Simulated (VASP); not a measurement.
Band structure of BaS (rock salt). Computed with PBE GGA with D3 dispersion (zero damping), VASP's PBE PAW potentials (set 64) (plane waves; VASP 6.6.1).

Unless said otherwise, spin-orbit coupling is left out, though it shifts the bands of the heavy elements here.

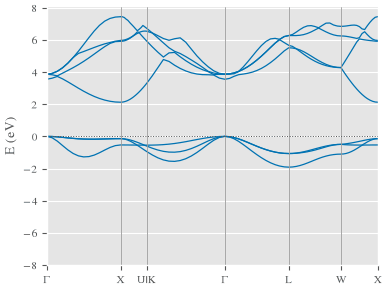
Figure: Bands along high-symmetry lines, zero at the valence-band maximum or, without a gap, the Fermi level

Read the plot: is there a gap, and where are the band edges?

The gap is indirect, 2.12 eV, from the valence maximum at Γ to the conduction minimum at X. (Edges off the drawn lines would not show.)

The compound is BaS in the rock salt structure. It was relaxed first.
